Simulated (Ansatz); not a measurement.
Cell of hexagonal WC (1 0 0) on rock-salt PbTe (0 0 1) (film strained to the substrate, started from cuts of the bulks and a machine-learned relaxation; slabs Pb8Te8 and W20C20, which can lie off the formulas), relaxed at this level with a, b, gamma of the cell held:

```yaml
crystal:
  lattice:
    - [6.57107, -0.00103, -0.04609]
    - [-0.00047, 6.56798, -0.20747]
    - [2.57087, -0.74596, 23.39121]
  atoms:
    - { symbol: Pb, position: [0.00586, 0.16289, 0.19875] }
    - { symbol: Pb, position: [0.50301, 0.66415, 0.20485] }
    - { symbol: Pb, position: [0.55885, 0.12306, 0.04429] }
    - { symbol: Pb, position: [0.02477, 0.61771, 0.04221] }
    - { symbol: Pb, position: [0.77696, 0.00177, 0.48887] }
    - { symbol: Pb, position: [0.34666, 0.29381, 0.47960] }
    - { symbol: Pb, position: [0.45067, 0.18957, 0.32777] }
    - { symbol: Pb, position: [0.95492, 0.68895, 0.32600] }
    - { symbol: Te, position: [0.00529, 0.66443, 0.19497] }
    - { symbol: Te, position: [0.50583, 0.16490, 0.19418] }
    - { symbol: Te, position: [0.52522, 0.61298, 0.03971] }
    - { symbol: Te, position: [0.05036, 0.11697, 0.04626] }
    - { symbol: Te, position: [0.77451, 0.49419, 0.49145] }
    - { symbol: Te, position: [0.28983, 0.79050, 0.50779] }
    - { symbol: Te, position: [0.45437, 0.69356, 0.33421] }
    - { symbol: Te, position: [0.95800, 0.19369, 0.33189] }
    - { symbol: W, position: [0.39115, 0.10952, 0.59381] }
    - { symbol: W, position: [0.58815, 0.71689, 0.59245] }
    - { symbol: W, position: [0.98919, 0.91742, 0.59564] }
    - { symbol: W, position: [0.19070, 0.51356, 0.59498] }
    - { symbol: W, position: [0.79398, 0.30744, 0.59450] }
    - { symbol: C, position: [0.27827, 0.82005, 0.63045] }
    - { symbol: C, position: [0.47908, 0.41956, 0.62624] }
    - { symbol: C, position: [0.87906, 0.62283, 0.62663] }
    - { symbol: C, position: [0.07900, 0.22077, 0.62743] }
    - { symbol: C, position: [0.67605, 0.01890, 0.62823] }
    - { symbol: W, position: [0.55154, 0.23679, 0.69994] }
    - { symbol: W, position: [0.75123, 0.83673, 0.69996] }
    - { symbol: W, position: [0.15137, 0.03711, 0.70067] }
    - { symbol: W, position: [0.35222, 0.63590, 0.70003] }
    - { symbol: W, position: [0.95179, 0.43688, 0.69988] }
    - { symbol: C, position: [0.43854, 0.94442, 0.73590] }
    - { symbol: C, position: [0.63899, 0.54488, 0.73537] }
    - { symbol: C, position: [0.03895, 0.74466, 0.73593] }
    - { symbol: C, position: [0.23819, 0.34492, 0.73562] }
    - { symbol: C, position: [0.83809, 0.14517, 0.73575] }
    - { symbol: W, position: [0.71231, 0.36083, 0.80734] }
    - { symbol: W, position: [0.91272, 0.96125, 0.80754] }
    - { symbol: W, position: [0.31176, 0.16092, 0.80757] }
    - { symbol: W, position: [0.51278, 0.76108, 0.80727] }
    - { symbol: W, position: [0.11229, 0.56104, 0.80750] }
    - { symbol: C, position: [0.59984, 0.06905, 0.84208] }
    - { symbol: C, position: [0.79874, 0.66913, 0.84259] }
    - { symbol: C, position: [0.19842, 0.87015, 0.84305] }
    - { symbol: C, position: [0.40017, 0.46884, 0.84256] }
    - { symbol: C, position: [0.00010, 0.26803, 0.84311] }
    - { symbol: W, position: [0.87473, 0.48462, 0.91444] }
    - { symbol: W, position: [0.07224, 0.08608, 0.91803] }
    - { symbol: W, position: [0.47318, 0.28346, 0.91435] }
    - { symbol: W, position: [0.67366, 0.88747, 0.91456] }
    - { symbol: W, position: [0.27182, 0.68578, 0.91427] }
    - { symbol: C, position: [0.75713, 0.19390, 0.94256] }
    - { symbol: C, position: [0.96169, 0.78634, 0.94263] }
    - { symbol: C, position: [0.36886, 0.98903, 0.94134] }
    - { symbol: C, position: [0.56137, 0.59257, 0.94662] }
    - { symbol: C, position: [0.16376, 0.39779, 0.94222] }
```

These are PBE (plane waves to 420 eV, PAW; Ansatz, a program for electronic structure) values and carry that method's errors. Scalar-relativistic, without spin–orbit coupling; the runs are not spin-polarised. Its k-point mesh 4×4×1, Fermi–Dirac width 0.05 eV.

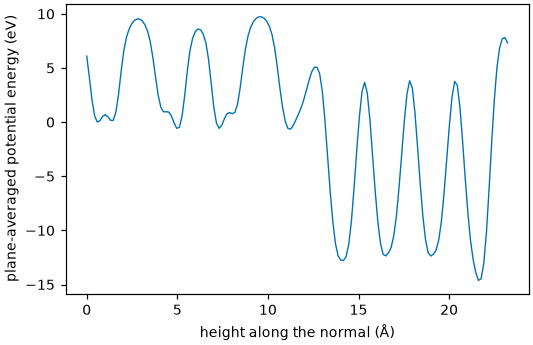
Fig. 1. Smooth (PAW) electrostatic potential energy of an electron, averaged over planes, about its mean

The curve spans 24.4 eV over the stretch drawn.
